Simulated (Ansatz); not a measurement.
System: TaI₃, space group Pm-3m (No. 221) (cell built by us, not taken from a database).

The given structure:
```
CELL_PARAMETERS angstrom
5.59238 0.00000 0.00000
0.00000 5.59238 0.00000
0.00000 0.00000 5.59238
ATOMIC_POSITIONS crystal
Ta 0.00000 0.00000 0.00000
I 0.50000 0.00000 0.00000
I 0.00000 0.00000 0.50000
I 0.00000 0.50000 0.00000
```

One of the inputs:
```
crystal:
  lattice:
    - [5.5923770448, 0.0, 0.0]
    - [0.0, 5.5923770448, 5.5923770448]
    - [0.0, 0.0, 11.1847540896]
  atoms:
    - { symbol: Ta, position: [0.0, 0.0, 0.0], spin: 2.0 }
    - { symbol: I, position: [0.5, 0.0, 0.0] }
    - { symbol: I, position: [0.0, 0.0, 0.25] }
    - { symbol: I, position: [0.0, 0.5, 0.75] }
    - { symbol: Ta, position: [0.0, 0.0, 0.5], spin: -2.0 }
    - { symbol: I, position: [0.5, 0.0, 0.5] }
    - { symbol: I, position: [0.0, 0.0, 0.75] }
    - { symbol: I, position: [0.0, 0.5, 0.25] }
basis:
  ecutwfc: 420
  ecutrho_ratio: 4
kpoints:
  mp_grid: { grid: [6, 6, 3] }
hamiltonian:
  xc: pbe
scf:
  occupations: { method: gaussian, width: 0.05 }
output:
  forces: true
  stress: true
  eigenvalues: true
  populations: true
magnetization:
  spin_polarized: true
```

Launched with:
```bash
ansatz run input.yaml --threads 2 --pin off --max-ram 2662MiB --backend cpu --events-out ev --progress --plain --runs-dir out
```

How it was computed, with Ansatz 0.2.0: plane-wave density functional theory, PAW datasets, Gaussian smearing 0.05 eV: magnetic starts at the geometry given; energies counted from the first row's state on a like mesh; signs (u up, d down) over the magnetic atoms in order; propagation vectors in reciprocal vectors of the given cell. Level: PBE, collinear spin.

```
            setting   value
            PAW set  soft_2
        wave cutoff  420 eV
k mesh of first row   6×6×6
```

Key: 1 = ferromagnetic (signs u); 2 = no spin polarisation; 3 = antiferromagnetic, doubled cell, propagation vector 0, 0, 1/2 (signs ud); 4 = antiferromagnetic, doubled cell, propagation vector 0, 1/2, 1/2 (signs ud); 5 = antiferromagnetic, doubled cell, propagation vector 1/2, 1/2, 1/2 (signs ud); 6 = small parallel starting moments (signs u).

Describe the result: the energy relative to the first start of each magnetic start.

Among these starts the lowest is no. 5, at −15.15 meV/atom; the next, no. 4, is 1.82 meV/atom higher. In rising order: no. 5 (−15.15), no. 4 (−13.33), no. 3 (−3.92), no. 1 (0.00), no. 6 (0.00), no. 2 (6.16), in meV/atom. The largest moment, in μB, is 0.307 for no. 1, 0.000 for no. 2, 0.660 for no. 3, 0.901 for no. 4, 0.854 for no. 5 and 0.307 for no. 6. The pressure, in GPa, is 0.00 for no. 1, −0.03 for no. 2, 0.23 for no. 3, 0.46 for no. 4, 0.30 for no. 5 and 0.00 for no. 6.

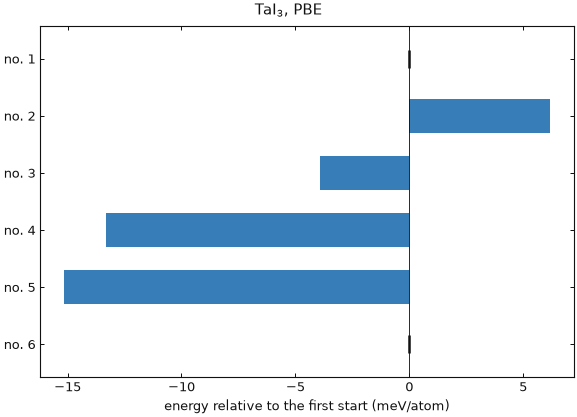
